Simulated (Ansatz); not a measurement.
**A computed series for hypothetical R-3 C: pressure series**

The reference is C (space group R-3, No. 148; a = 6.318 Å, c = 3.846 Å (hexagonal axes); a hypothetical phase, not in the database extracts checked).

Cell and atoms are relaxed at each pressure.

Computed with DFT with PBEsol, PAW potentials and a 420 eV plane-wave cutoff in Ansatz (an electronic-structure program), no spin-orbit coupling.

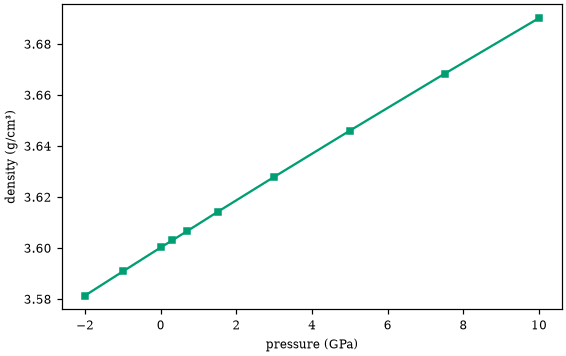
Figure: Density against pressure

**Question.** From the plot, what is the density for pressure 3 GPa?

**Answer.** About 3.63 g/cm³.

**Question.** Is the trend monotonic over the range shown?

**Answer.** Yes, it rises throughout, spanning 3.58 g/cm³ to 3.69 g/cm³.

Load acts through the strain it causes; cell and atoms are relaxed under it. Whether these cells are dynamically stable was not tested. No other phases were tried under pressure.
